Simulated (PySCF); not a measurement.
# CCSD(T)/cc-pVDZ run of BBr2F (dibromofluoroborane)

Aim: the vertical singlet–triplet gap of BBr2F (dibromofluoroborane) at CCSD(T)/cc-pVDZ, from 2 runs. The job is set up through a Python script.

The results are computed with PySCF 2.14.0.

2 further runs of the same task are left out: 2 set aside as unsound or not needed.

## (1) The system as given

BBr2F has 4 atoms, charge 0, and is taken as a singlet. As SMILES, `FB(Br)Br`. The coordinates come from a PBE0-D4/def2-TZVP relaxation.

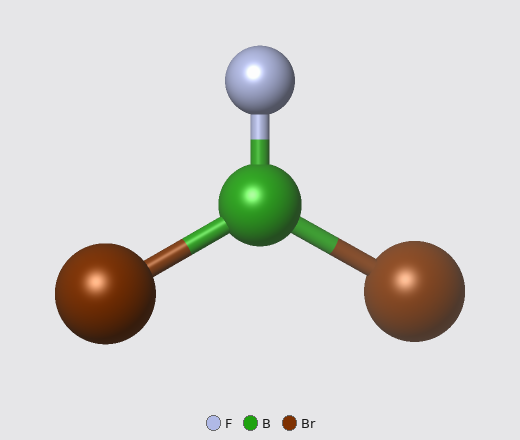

The structure, seen from a chosen angle (fluorine light blue, boron green, bromine brown).

## (2) The energy at CCSD(T)/cc-pVDZ

start.xyz reads:

```xyz
4
BBr2F
F      1.316550     0.465960     0.364370
B      0.123960     0.043770     0.034160
Br    -0.483040    -1.629420     0.701450
Br    -0.957470     1.119690    -1.099980
```

calc.py reads:

```python
# FB(Br)Br
from pyscf import gto, scf, cc

mol = gto.M(
    atom='start.xyz',
    charge=0,
    basis='cc-pvdz',
    max_memory=1860,
    spin=0,
    verbose=3,
)

calc0 = scf.RHF(mol)
calc0.conv_tol = 1e-10
calc0.kernel()
if not calc0.converged:
    calc0 = calc0.newton().run(calc0.mo_coeff, calc0.mo_occ)

mycc = cc.CCSD(calc0, frozen=20)
mycc.kernel()
e_t = mycc.ccsd_t()
energy = mycc.e_tot + e_t
print('E(%s) = %.9f' % ('CCSD(T)', energy))
```

Run with:

```console
$ OMP_NUM_THREADS=1 python calc.py
```

What it wrote:

```text
converged SCF energy = -5269.03162843446
E(CCSD) = -5269.573535559131  E_corr = -0.5419071246700172
CCSD(T) correction = -0.0132761983803167
E(CCSD(T)) = -5269.586811758
```

Run time: 26 s. Hardware: 1 thread of Arm Neoverse V2, shared host; peak memory 0.32 GiB.

## (3) The triplet, same level

calc.py reads:

```python
from pyscf import gto, cc

mol = gto.M(
    atom='F 1.316550 0.465960 0.364370; B 0.123960 0.043770 0.034160; Br -0.483040 -1.629420 0.701450; Br -0.957470 1.119690 -1.099980',
    spin=2,
    max_memory=1860,
    basis='cc-pvdz',
    verbose=4,
)

calc0 = mol.UHF()
calc0.conv_tol = 1e-10
calc0.kernel()
if not calc0.converged:
    calc0 = calc0.newton().run(calc0.mo_coeff, calc0.mo_occ)

mycc = cc.CCSD(calc0, frozen=20)
mycc.kernel()
e_t = mycc.ccsd_t()
etot = mycc.e_tot + e_t
print('E(%s) = %.9f' % ('CCSD(T)', etot))
```

Run with:

```console
$ OMP_NUM_THREADS=1 python calc.py
```

What it wrote:

```text
PySCF version 2.14.0

[INPUT] num. atoms = 4
[INPUT] num. electrons = 84
[INPUT] charge = 0
[INPUT] spin (= nelec alpha-beta = 2S) = 2
[INPUT] symmetry False subgroup None
[INPUT] Mole.unit = angstrom
[INPUT] Symbol           X                Y                Z      unit          X                Y                Z       unit  Magmom
[INPUT]  1 F      1.316550000000   0.465960000000   0.364370000000 AA    2.487918929296   0.880536785002   0.688559508008 Bohr   0.0
[INPUT]  2 B      0.123960000000   0.043770000000   0.034160000000 AA    0.234250450401   0.082713312472   0.064553044415 Bohr   0.0
[INPUT]  3 Br    -0.483040000000  -1.629420000000   0.701450000000 AA   -0.912813307210  -3.079157541889   1.325548390076 Bohr   0.0
[INPUT]  4 Br    -0.957470000000   1.119690000000  -1.099980000000 AA   -1.809356072487   2.115907444414  -2.078660942499 Bohr   0.0

[... 27 lines left out ...]
WARN: HOMO 0.0685577022268919 >= LUMO -0.37530769791324
[... 78 lines left out ...]
converged SCF energy = -5268.79730534491  <S^2> = 2.0349681  2S+1 = 3.0232222
[... 12 lines left out ...]
Init t2, MP2 energy = -0.517565232209739
[... 18 lines left out ...]
UCCSD converged
[... 2 lines left out ...]
E(CCSD(T)) = -5269.353623913
```

Wall time 2.9 min (1 thread of Arm Neoverse V2, shared host); peak memory 0.71 GiB.

## (4) Results

Level: CCSD(T)/cc-pVDZ, 20 core orbitals frozen.

| quantity | value |
| --- | --- |
| singlet: total energy | -5269.58681 Eh |
| singlet: dipole moment (Hartree–Fock density) | 0.26 D |
| singlet: HOMO energy (Hartree–Fock orbitals) | -11.54 eV |
| singlet: LUMO energy (Hartree–Fock orbitals) | 2.61 eV |
| singlet: HOMO–LUMO gap (Hartree–Fock orbitals) | 14.15 eV |
| singlet: correlation energy (20 core orbitals frozen) | -555.2 mEh |
| singlet: (T) correction | -13.28 mEh |
| singlet: T1 diagnostic | 0.010 |
| triplet: total energy | -5269.35362 Eh |
| triplet: dipole moment (Hartree–Fock density) | 2.02 D |
| triplet: HOMO energy (Hartree–Fock orbitals) (highest over α and β) | -5.63 eV |
| triplet: LUMO energy (Hartree–Fock orbitals) (lowest over α and β) | -4.10 eV |
| triplet: correlation energy (20 core orbitals frozen) | -556.3 mEh |
| triplet: (T) correction | -14.32 mEh |
| triplet: ⟨S²⟩ of the reference determinant | 2.035 |
| triplet: T1 diagnostic | 0.014 |
| vertical energy of the triplet above the singlet | 6.345 eV |

In words: At this shape the triplet lies 6.35 eV (612 kJ/mol) above the singlet. Mulliken charges (singlet) of the mean-field density run from -0.16 on F1 to +0.42 on B2; they depend strongly on the basis. The triples (singlet) make up 2.4 % of the correlation energy. Mulliken charges (triplet) of the mean-field density run from -0.22 on F1 to +0.09 on Br3; they depend strongly on the basis. The triples (triplet) make up 2.6 % of the correlation energy.
